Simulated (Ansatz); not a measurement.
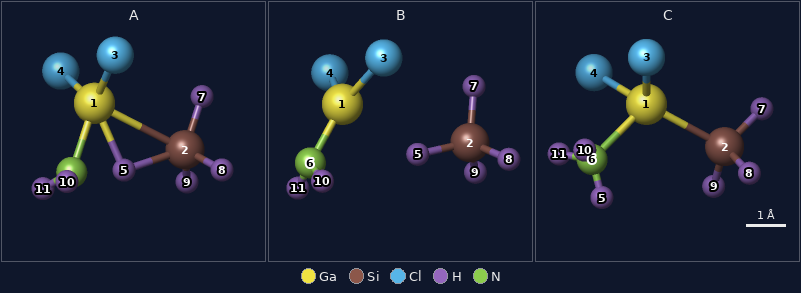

3 geometries from a converged minimum-energy path of GaSiNH$_{6}$Cl$_{2}$, shuffled. The picture is a ball-and-stick view, seen at a tilt.

Theory: RKS B3LYP/def2-SVP (Ansatz 0.2.0). Run with 7 movable images; climbing image; force threshold 0.03 eV/Å; iteration limit 60; starting path through a guess of the saddle point.

Question: Which of them lies highest in energy?

Answer: A. In order along the path, whose images run from 0 to 8: C (image 0, 0.00 eV), A (image 4, +2.37 eV), B (image 7, +1.03 eV). Breaking: Ga1–Si2 (2.41 → 2.76 at the top → 3.76 Å), H5–N6 (1.02 → 1.47 at the top → 3.31 Å). Forming: Si2–H5 (3.72 → 1.82 at the top → 1.50 Å).
